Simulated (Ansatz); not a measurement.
**Ga10P11 wurtzite ring sphere (Ga10P11H28+): geometry, orbitals and charge**

Aim: characterise Ga10P11 wurtzite ring sphere (Ga10P11H28+) as a singlet: its structure, frontier levels and distribution of charge.

Computed with Ansatz 0.2.0, Gaussian basis. Level: RKS PBE0-D4/def2-SVP.

Plan: relaxation at PBE-D4/def2-SVP; a single point at PBE0-D4/def2-SVP.

### 1 Starting geometry

49 atoms, charge 1, spin multiplicity 1.

Atoms are counted from 1 here; the program's logs count them from 0.

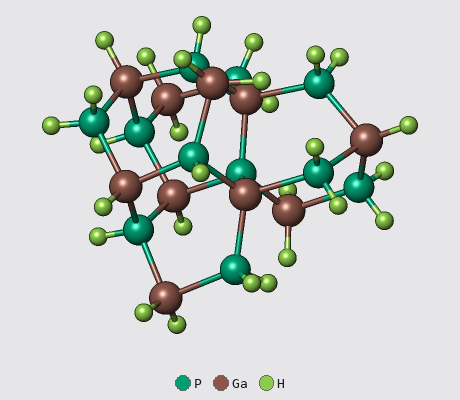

The starting geometry (phosphorus teal, gallium brown, hydrogen green).

The ion is computed in the gas phase, without counter-ions or solvent.

The start is a GFN2-xTB geometry.

### 2 Relaxation at PBE-D4/def2-SVP

Input file in.yaml:

```yaml
crystal:
  periodic: [false, false, false]
  atoms:
    - {symbol: P, position_ang: [-2.804890, -1.611840, -3.324150]}
    - {symbol: Ga, position_ang: [-2.936890, -1.690090, -0.775880]}
    - {symbol: P, position_ang: [1.011040, -3.912190, 0.024520]}
    - {symbol: Ga, position_ang: [0.995100, -4.179130, 2.544600]}
    - {symbol: P, position_ang: [0.948170, -1.584820, -3.405340]}
    - {symbol: Ga, position_ang: [-0.998310, -0.570180, -4.548470]}
    - {symbol: Ga, position_ang: [1.116200, -1.651570, -0.880600]}
    - {symbol: P, position_ang: [-0.921070, -0.532440, -0.162160]}
    - {symbol: P, position_ang: [0.973460, -1.781440, 2.985360]}
    - {symbol: Ga, position_ang: [-1.040690, -0.600110, 2.284510]}
    - {symbol: P, position_ang: [-0.899800, 1.619050, -3.402060]}
    - {symbol: Ga, position_ang: [-0.871350, 1.792910, -0.878510]}
    - {symbol: P, position_ang: [-2.880970, 2.832560, 0.027280]}
    - {symbol: P, position_ang: [-1.057660, 1.732060, 2.987520]}
    - {symbol: Ga, position_ang: [-3.126420, 2.943100, 2.548190]}
    - {symbol: P, position_ang: [3.014970, -0.410600, -0.082400]}
    - {symbol: Ga, position_ang: [3.062940, -0.738550, 2.364400]}
    - {symbol: Ga, position_ang: [3.033950, 1.748260, -1.242150]}
    - {symbol: P, position_ang: [1.155290, 2.813190, -0.079800]}
    - {symbol: P, position_ang: [2.826050, 1.625900, 3.054900]}
    - {symbol: Ga, position_ang: [0.895250, 3.015330, 2.369490]}
    - {symbol: H, position_ang: [-2.933460, -2.869390, -3.897400]}
    - {symbol: H, position_ang: [-3.955590, -1.085570, -3.894770]}
    - {symbol: H, position_ang: [-2.780040, -3.203860, -0.455720]}
    - {symbol: H, position_ang: [-4.165030, -0.792300, -0.452370]}
    - {symbol: H, position_ang: [-0.155220, -4.386560, -0.563270]}
    - {symbol: H, position_ang: [1.884620, -4.672490, -0.739230]}
    - {symbol: H, position_ang: [-0.376950, -4.832730, 2.845080]}
    - {symbol: H, position_ang: [2.401600, -4.742670, 2.885940]}
    - {symbol: H, position_ang: [1.202600, -2.845810, -3.926920]}
    - {symbol: H, position_ang: [2.108490, -0.987350, -3.877750]}
    - {symbol: H, position_ang: [-0.884400, -0.503230, -6.099900]}
    - {symbol: H, position_ang: [0.992750, -1.638900, 4.368430]}
    - {symbol: H, position_ang: [-2.359300, -1.363810, 2.654220]}
    - {symbol: H, position_ang: [-1.860960, 2.474130, -3.923110]}
    - {symbol: H, position_ang: [0.199380, 2.323080, -3.872290]}
    - {symbol: H, position_ang: [-3.873290, 2.056420, -0.560830]}
    - {symbol: H, position_ang: [-3.104500, 3.969270, -0.736860]}
    - {symbol: H, position_ang: [-0.923040, 1.675220, 4.369830]}
    - {symbol: H, position_ang: [-4.375200, 2.074270, 2.839430]}
    - {symbol: H, position_ang: [-2.921350, 4.442630, 2.896630]}
    - {symbol: H, position_ang: [4.057560, -1.186780, -0.577330]}
    - {symbol: H, position_ang: [4.379880, -1.459190, 2.796320]}
    - {symbol: H, position_ang: [2.564390, 1.480470, -2.726940]}
    - {symbol: H, position_ang: [4.337720, 2.501610, -0.874660]}
    - {symbol: H, position_ang: [1.006480, 4.105660, -0.571540]}
    - {symbol: H, position_ang: [3.174060, 1.826480, 4.383350]}
    - {symbol: H, position_ang: [3.930000, 2.265720, 2.500650]}
    - {symbol: H, position_ang: [0.934420, 4.516270, 2.801770]}
basis:
  gaussian: {orbitals: def2-SVP, fitting: {mean_field: def2-universal-jkfit}}
total_charge: 1
hamiltonian: {xc: pbe, dispersion: d4}
scf: {lower_state_search: "off"}
output: {orbitals: {seedname: orbitals}}
relax: {f_tol: 0.03, max_steps: 70}
```

Run with:

```console
> ansatz run in.yaml --threads 4 --pin off --events-out ev --progress --plain --max-ram 46080MiB --backend cuda --devices 0, --max-vram 37GiB
```

Further steps of the session: Single point, PBE0-D4/def2-SVP.

Before running them: what should the planned runs give, taken together? Wanted: point group; commonest bond, hydrogen aside; HOMO, LUMO at PBE0-D4/def2-SVP.

**Answer**, as computed:

```
                      quantity                            value
                   point group                               Cs
commonest bond, hydrogen aside  Ga–P, 28 of mean length 2.403 Å
HOMO, LUMO at PBE0-D4/def2-SVP                  -9.54, -4.09 eV
```

In words: The molecule keeps its bonding pattern by the stored test; the atoms moved 0.16 Å (rms). No usable vibrations, so a minimum isn't proven. Whether this spin is the lowest isn't tested here. The point group is read from a loosely relaxed geometry; soft torsions can leave it below the true symmetry.
